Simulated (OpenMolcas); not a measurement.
# CH3ClFIn: single-point calculation (part 1 of 2)

- system: CH3ClFIn, SMILES [CH3][In]([F])[Cl]
- method: HF/ANO-R0, RHF, sfX2C (OpenMolcas 26.06)

The geometry comes from this level: PBE0-D4/def2-TZVP.

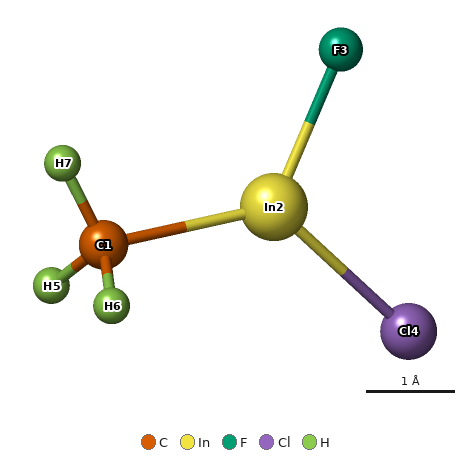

Figure 1. The input geometry (ball-and-stick view, seen at a tilt; atoms are numbered from 1 in the order of the input). Sticks mark near contacts. Bond lengths as drawn: Cl–In 2.32 Å, C–H 1.09 Å, C–In 2.12 Å and F–In 1.95 Å.

**Input file**
```
>>> EXPORT MOLCAS_PRINT=2
&GATEWAY
Coord=coord.xyz
Basis=ANO-R0
Group=NoSym
&SEWARD
&SCF
PrOrbitals=0
&LOCALISATION
Occupied
Freeze
Pipek-Mezey
&LOCALISATION
FileOrb=$Project.LocOrb
Virtual
Pipek-Mezey
```

**File coord.xyz**
```
7

C     -0.390800     0.951400     0.427300
In     0.391000    -0.846100    -0.384300
F      2.306000    -1.125500    -0.600500
Cl    -0.728400    -2.728700    -1.135500
H     -1.112900     1.373000    -0.270800
H     -0.891300     0.725700     1.368500
H      0.426300     1.650400     0.595200
```

Launch command:
```bash
export MOLCAS_MEM=1860
pymolcas step1.inp > step1.log
```

**The program's output**
```
--- Start Module: gateway ---

                                              &GATEWAY

                       available to each process: 1.9 GB of memory, 1 thread

++    Symmetry information:
      ---------------------

                    Character Table for C1

                             E
                    a        1  x, y, xy, Rz, z, xz, Ry, yz, Rx, I
--

++    Basis set information:
      ----------------------

      Basis set label: C.ANO-R...2S1P.

      Electronic valence basis set:
      ------------------
      Associated Effective Charge   6.000000 au
      Associated Actual Charge      6.000000 au
      Nuclear Model: Finite nucleus - Gaussian distribution
        Gaussian exponent, Xi/bohr**(-2):  6.80775E+08

      Shell  nPrim  nBasis  Cartesian Spherical Contaminant
         s      12       2        X
         p       7       1        X

      Basis set label: IN.ANO-R...5S4P2D.

      Electronic valence basis set:
      ------------------
      Associated Effective Charge  49.000000 au
      Associated Actual Charge     49.000000 au
      Nuclear Model: Finite nucleus - Gaussian distribution
        Gaussian exponent, Xi/bohr**(-2):  1.95486E+08

      Shell  nPrim  nBasis  Cartesian Spherical Contaminant
         s      23       5        X
         p      18       4        X
         d      12       2                 X

      Basis set label: F.ANO-R...2S1P.

      Electronic valence basis set:
      ------------------
      Associated Effective Charge   9.000000 au
      Associated Actual Charge      9.000000 au
      Nuclear Model: Finite nucleus - Gaussian distribution
        Gaussian exponent, Xi/bohr**(-2):  5.35469E+08

      Shell  nPrim  nBasis  Cartesian Spherical Contaminant
         s      13       2        X
         p       8       1        X

      Basis set label: CL.ANO-R...3S2P.

      Electronic valence basis set:
      ------------------
      Associated Effective Charge  17.000000 au
      Associated Actual Charge     17.000000 au
      Nuclear Model: Finite nucleus - Gaussian distribution
        Gaussian exponent, Xi/bohr**(-2):  3.84638E+08

      Shell  nPrim  nBasis  Cartesian Spherical Contaminant
         s      17       3        X
         p      11       2        X

      Basis set label: H.ANO-R...1S.

      Electronic valence basis set:
      ------------------
      Associated Effective Charge   1.000000 au
      Associated Actual Charge      1.000000 au
      Nuclear Model: Finite nucleus - Gaussian distribution
        Gaussian exponent, Xi/bohr**(-2):  2.12482E+09

      Shell  nPrim  nBasis  Cartesian Spherical Contaminant
         s       7       1        X
--

++    Molecular structure info:
      -------------------------

                    ************************************************
                    **** Cartesian Coordinates / bohr, angstrom ****
                    ************************************************

     Center  Label                x              y              z                     x              y              z
        1      C1              -0.738505       1.797885       0.807480             -0.390800       0.951400       0.427300
        2      IN2              0.738883      -1.598897      -0.726222              0.391000      -0.846100      -0.384300
        3      F3               4.357708      -2.126887      -1.134781              2.306000      -1.125500      -0.600500
        4      CL4             -1.376477      -5.156496      -2.145784             -0.728400      -2.728700      -1.135500
        5      H5              -2.103076       2.594594      -0.511738             -1.112900       1.373000      -0.270800
        6      H6              -1.684313       1.371374       2.586090             -0.891300       0.725700       1.368500
        7      H7               0.805590       3.118804       1.124765              0.426300       1.650400       0.595200

                    ***************************************
                    *    InterNuclear Distances / bohr    *
                    ***************************************

               1 C1            2 IN2           3 F3            4 CL4           5 H5            6 H6
    1 C1       0.000000
    2 IN2      4.009121        0.000000
    3 F3       6.719197        3.679890        0.000000
    4 CL4      7.582361        4.375661        6.563653        0.000000
    5 H5       2.058430        5.070316        8.026350        7.954712        0.000000
    6 H6       2.059106        5.066143        7.911304        8.068363        3.356809        0.000000
    7 H7       2.056630        5.068265        6.726096        9.161795        3.378354        3.374700

               7 H7
    7 H7       0.000000

                    *******************************************
                    *    InterNuclear Distances / angstrom    *
                    *******************************************

               1 C1            2 IN2           3 F3            4 CL4           5 H5            6 H6
    1 C1       0.000000
    2 IN2      2.121535        0.000000
    3 F3       3.555646        1.947314        0.000000
    4 CL4      4.012412        2.315500        3.473335        0.000000
    5 H5       1.089274        2.683096        4.247362        4.209452        0.000000
    6 H6       1.089632        2.680887        4.186482        4.269594        1.776347        0.000000
    7 H7       1.088322        2.682010        3.559296        4.848213        1.787748        1.785814

               7 H7
    7 H7       0.000000

                    **************************************
                    *    Valence Bond Angles / degree    *
                    **************************************
                          Atom centers                 Phi
                      5 H5       1 C1       6 H6       109.22
                      5 H5       1 C1       7 H7       110.36
                      6 H6       1 C1       7 H7       110.16
--

            Nuclear Potential Energy            476.68081689 au

--- Stop Module: gateway /rc=_RC_ALL_IS_WELL_ ---

--- Start Module: seward ---

                                              &SEWARD

                       available to each process: 1.9 GB of memory, 1 thread

               SEWARD will generate:
                  Multipole Moment integrals up to order  2
                  Kinetic Energy integrals
                  Nuclear Attraction integrals (finite nuclei - Gaussian type)
                  One-Electron Hamiltonian integrals
                  Velocity integrals
                  Relativistic X2C integrals
                  Orbital angular momentum around (  0.5856  -2.0432  -0.9088 )
                  Velocity quadrupole around (  0.5856  -2.0432  -0.9088 )
                  Atomic mean-field integrals
                  Two-Electron Repulsion integrals

                   Integrals are discarded if absolute value <: 1.00E-14
                   Integral cutoff threshold is set to       <: 1.00E-16

            Nuclear Potential Energy            476.68081689 au

      Basis set specifications :
      Symmetry species         a
      Basis functions           49

--- Stop Module: seward /rc=_RC_ALL_IS_WELL_ ---
--- Module seward spent 4 seconds ---

--- Start Module: scf ---

                                                &SCF

                       available to each process: 1.9 GB of memory, 1 thread

++    Input section:
      --------------

      Header of the integral files:

      Cartesian coordinates in angstrom:
      -----------------------------------------------------
      No.  Label        X            Y            Z
      -----------------------------------------------------
       1   C1        -0.39080000   0.95140000   0.42730000
       2   IN2        0.39100000  -0.84610000  -0.38430000
       3   F3         2.30600000  -1.12550000  -0.60050000
       4   CL4       -0.72840000  -2.72870000  -1.13550000
       5   H5        -1.11290000   1.37300000  -0.27080000
       6   H6        -0.89130000   0.72570000   1.36850000
       7   H7         0.42630000   1.65040000   0.59520000
      -----------------------------------------------------
      Nuclear repulsion energy =  476.68081689
--

++    Orbital specifications:
      -----------------------

      Symmetry species               1
                                     a
      Frozen orbitals                0
      Occupied orbitals             42
      Secondary orbitals             7
      Deleted orbitals               0
      Total number of orbitals      49
      Number of basis functions     49
--

      Molecular charge                           0.000

++    Optimization specifications:
      ----------------------------

      SCF Algorithm: Conventional
      Minimized density differences are used
      Number of density matrices in core                 5
      Maximum number of NDDO SCF iterations            400
      Maximum number of HF SCF iterations              400
      Threshold for SCF energy change             1.00E-09
      Threshold for density matrix                1.00E-04
      Threshold for Fock matrix                   1.50E-04
      Threshold for linear dependence             1.00E-09
      Threshold at which DIIS is turned on        1.50E-01
      Maximum depth in the DIIS procedure                5
      Maximum depth in the BFGS Hessian update          30
      Threshold at which QNR/C2DIIS is turned on  7.50E-02
      Threshold for Norm(delta) (QNR/C2DIIS)      1.00E-03
      All orbitals punched on: SCFORB
--

      Input vectors read from INPORB
      Orbital file label: *Guess orbitals

++ Convergence information
                                   SCF        iterations: Energy and convergence statistics

Iter     Tot. SCF        One-elec.       Two-elec.     Energy      Max Dij or  Max Fij      DNorm      TNorm      AccCon     Time
         Energy          Energy          Energy        Change      Delta Norm                                                in Sec.

 The total and one-electron energies are shifted by a value of      6000. a.u.

   1  -477.631605111 -3874.095119239  2919.782697239   0.00E+00    6.10E-01*   1.22E-01*    1.28E+01   5.65E+02   None         0.
   2  -477.935842353 -3873.826962513  2919.210303272  -3.04E-01*   3.85E-01*   1.28E-01*    3.06E+00   5.65E+02   EDIIS        0.
   3  -478.004102244 -3874.194405414  2919.509486282  -6.83E-02*   1.78E-01*   4.80E-02*    1.22E+00   5.65E+02   EDIIS        0.
   4  -478.018441991 -3874.410002072  2919.710743193  -1.43E-02*   1.30E-01*   3.69E-02*    3.11E-01   5.65E+02   EDIIS        0.
   5  -478.023943363 -3874.382189639  2919.677429388  -5.50E-03*   1.89E-02*   8.12E-03*    9.50E-02   5.65E+02   c2DIIS       0.
   6  -478.026086918 -3874.465793980  2919.758890173  -2.14E-03*   1.02E-02*   3.33E-03*    3.74E-02   5.65E+02   QNRc2DIIS    0.
   7  -478.026277840 -3874.470872749  2919.763778021  -1.91E-04*   1.72E-02*   2.09E-03*    1.15E-02   5.65E+02   QNRc2DIIS    0.
   8  -478.026388173 -3874.512127865  2919.804922803  -1.10E-04*   1.57E-03*   7.90E-04*    6.58E-03   5.65E+02   QNRc2DIIS    0.
   9  -478.026392594 -3874.499075715  2919.791866233  -4.42E-06*   6.10E-04    1.10E-04     1.67E-03   5.65E+02   QNRc2DIIS    0.
  10  -478.026392931 -3874.494993378  2919.787783559  -3.37E-07*   1.71E-04    4.96E-05     3.93E-04   5.65E+02   QNRc2DIIS    0.
  11  -478.026392965 -3874.494718953  2919.787509100  -3.41E-08*   3.29E-05    7.98E-06     8.33E-05   5.65E+02   QNRc2DIIS    0.
  12  -478.026392966 -3874.494557091  2919.787347237  -1.38E-09*   2.82E-05    2.66E-06     1.81E-04   5.65E+02   QNRc2DIIS    0.
  13  -478.026392966 -3874.494449374  2919.787239520  -2.12E-10    8.44E-06    1.82E-06     6.21E-04   5.65E+02   QNRc2DIIS    0.

       Convergence after  13 Iterations
--

 *****************************************************************************************************************************
 *                                             SCF/KS-DFT Program, Final results                                             *
 *                                                       Final Results                                                       *
 *****************************************************************************************************************************

::    Total SCF energy                              -6478.0263929663
      One-electron energy                           -9874.4944493742
      Two-electron energy                            2919.7872395198
      Nuclear repulsion energy                        476.6808168882
      Kinetic energy (interpolated)                  7306.0091948702
      Virial theorem                                    0.8866709882
      Total spin, S(S+1)                                0.0000000000
      Total spin, S                                     0.0000000000
      Max non-diagonal density matrix element           0.0000117029
      Max non-diagonal Fock matrix element              0.0000011696

      No orbitals printed

++    Molecular charges:
      ------------------

      Mulliken charges per centre
      ---------------------------

                C1      IN2     F3      CL4     H5      H6      H7
      Total    7.0723 47.9429  9.3416 17.3350  0.7697  0.7710  0.7676

      N-E     -1.0723  1.0571 -0.3416 -0.3350  0.2303  0.2290  0.2324

      Total electronic charge=   84.000000

      Total            charge=   -0.000000
--

++    Static properties:
      ------------------

      LoProp Charges per center

                   C1       IN2      F3       CL4      H5       H6       H7
      Nuclear      6.0000  49.0000   9.0000  17.0000   1.0000   1.0000   1.0000
      Electronic  -6.9302 -48.2061  -9.2830 -17.2280  -0.7847  -0.7852  -0.7828

      Total       -0.9302   0.7939  -0.2830  -0.2280   0.2153   0.2148   0.2172
--
```
